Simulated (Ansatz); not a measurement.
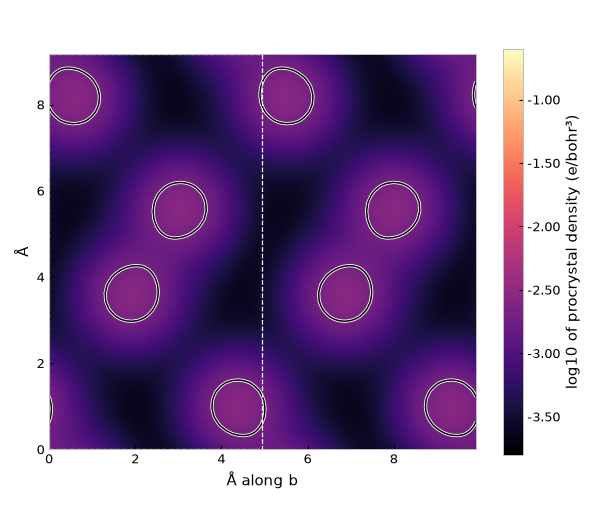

Procrystal electron density of Br in space group Cmce, computed on the section x = 0.200 (parallel to b and c; the dashed line is one cell). It is the sum of the densities of spherically averaged neutral Hartree-Fock atoms, not a self-consistent density. The black line is the 0.002 e/bohr³ contour that bounds the voids.

The cell is taken from the geometry relaxed with DFT, RPBE, plane waves (420 eV) with PAW, scalar-relativistic (Ansatz).

```
Br
1.0
     9.74892    0.00000    0.00000
     0.00000    4.95330    0.00000
     0.00000    0.00000    9.16837
Br
8
Cartesian
  4.8745 0.5771 5.6056
  4.8745 1.8995 1.0214
  4.8745 4.3762 3.5627
  4.8745 3.0538 8.1469
  0.0000 3.0538 5.6056
  0.0000 4.3762 1.0214
  0.0000 1.8995 3.5627
  0.0000 0.5771 8.1469
```

What share of the cell is void by this measure?

Answer. The voids take about 41 % of the cell (180 Å³ of 442.7 Å³) and are bounded by about 240 Å² of surface per cell.

Are the voids connected in the whole crystal?

Answer. Where they connect, they form a three-dimensional network.

How low does the density fall, and where?

Answer. To about 0.00023 e/bohr³ near 0.20, 0.08, 0.60 (fractional), 2.9 Å from the nearest nucleus.

At what density do the voids first join through the crystal?

Answer. At about 0.00028 e/bohr³, as a two-dimensional network in layers parallel to (100).
